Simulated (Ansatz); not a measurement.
One crystal and one scan (scan of one atom of the cell) at two levels, PBE (plane waves to 420 eV, PAW, scalar-relativistic; Ansatz, an electronic-structure program) and r2SCAN (plane waves to 500 eV, PAW, scalar-relativistic; Ansatz), each from its own relaxed cell and on its own mesh. The cell shown is that of PBE.

Ti (hcp, Mg type)

```xyz
2
Lattice="2.9389 0.0000 0.0000 -1.4694 2.5451 0.0000 0.0000 0.0000 4.6500" Properties=species:S:1:pos:R:3 pbc="T T T"
Ti     0.0000     1.6967     3.4875
Ti     1.4694     0.8484     1.1625
```

In this cell atom 2 (Ti, nearest neighbour Ti at 2.878 Å; its periodic images, 2.9 Å or more away, move with it) is moved by s along Cartesian [110], unit vector (0.707, 0.707, 0.000); all other atoms and the cell stay fixed.

E stands for the smeared free energy. The PAW data are Ansatz's earlier set. Ti is run without spin polarisation. Ti was relaxed with its symmetry unable to fall. With partly filled bands, energies and forces of such displacements shift with the k mesh and the smearing. Percentages come from the unrounded values. Both scans cover s from -0.290 to 0.290 Å.

```csv
quantity,PBE,r2SCAN,PBE − r2SCAN
Lattice constant a (Å),2.939,2.936,+0.003
Lattice constant c (Å),4.650,4.637,+0.013 (+0.3 %)
Relaxed volume (Å³/atom),17.39,17.31,+0.08 (+0.5 %)
Energy at s = 0.290 Å (meV/cell),60,72,-12 (-17 %)
Force along the line at s = -0.290 Å (eV/Å),0.346,0.432,-0.086 (-20 %)
Force constant k = d²E/ds² at s = 0 (finite differences) (eV/Å²),1.56,1.94,-0.38 (-19 %)
Zone-centre optical wavenumber from k (cm⁻¹),133,148,-15 (-10 %)
```

PBE gives the higher value for: lattice constant c. PBE gives the lower value for: energy at s = 0.290 Å; force along the line at s = -0.290 Å; force constant k = d²E/ds² at s = 0; zone-centre optical wavenumber from k. They agree on: lattice constant a (within 0.2 %); relaxed volume (within 0.6 %). Both give the same shape of the curve: a single well with its minimum at or next to zero displacement. Neither level is exact: the differences show how much the result hangs on the functional.

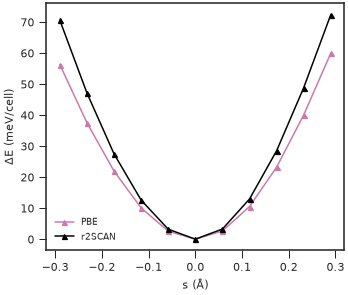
ΔE, each from the undisplaced structure of its own level.

(For displaced atoms, the force is minus the slope of the energy, and its curvature is a force constant, which sets phonon frequencies.)
